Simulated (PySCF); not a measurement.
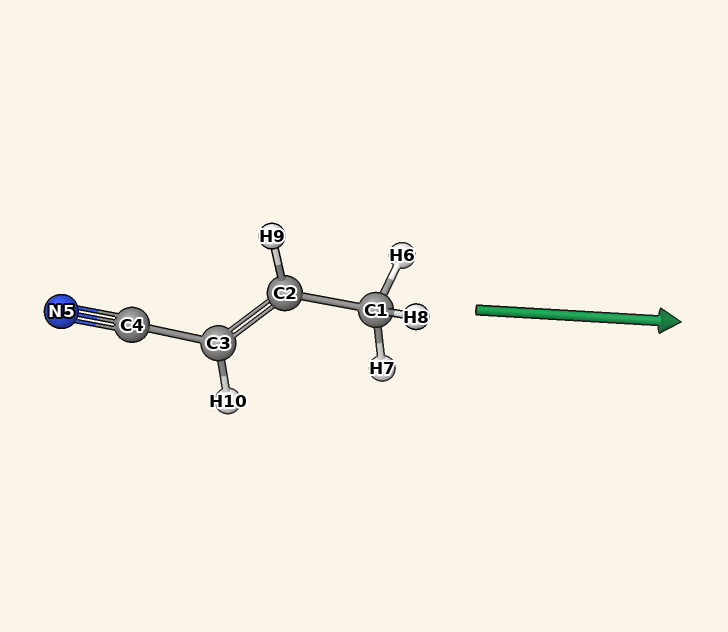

The arrow beside the molecule shows the direction of the dipole moment, from the negative to the positive end (its length means nothing). The computed structure is the end point of a PBE0-D3(BJ)/def2-TZVP optimisation. No frequency run is at hand to confirm it as a minimum. Method: B97-2/pcSseg-2, gas phase (PySCF 2.14.0).

Question: Estimate the dipole moment.

Answer: 4.84 D; it points from the side of N5 to the side of H6, H8 (the outermost atoms at the two ends).
